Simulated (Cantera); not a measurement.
Feed: 1 mol B2H6, 1.8 mol O2, 74 mol H2, equilibrated at 0.000610 bar.

These are equilibrium values from Cantera (NASA tables, ideal gas, pure condensed phases), not measurements of a reactor. Candidate condensed phases: B, B2O3, B3O3H3, H2O; 23 gas species. The feed counts by its element totals alone. Equilibrium is a limit: real reactors are often held back by kinetics, nucleation or transport.

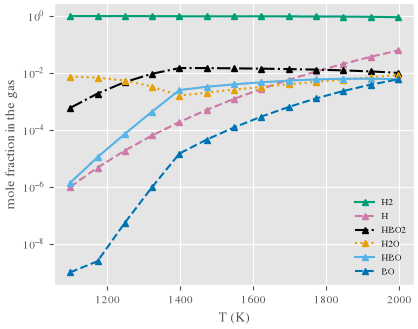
*Equilibrium gas composition (values under 1e-9 drawn at 1e-9)*

From 1098 K to 1398 K the condensed part is B2O3(l). From 1473 K to 1998 K nothing is condensed. The main B-bearing gas is HBO2 throughout.
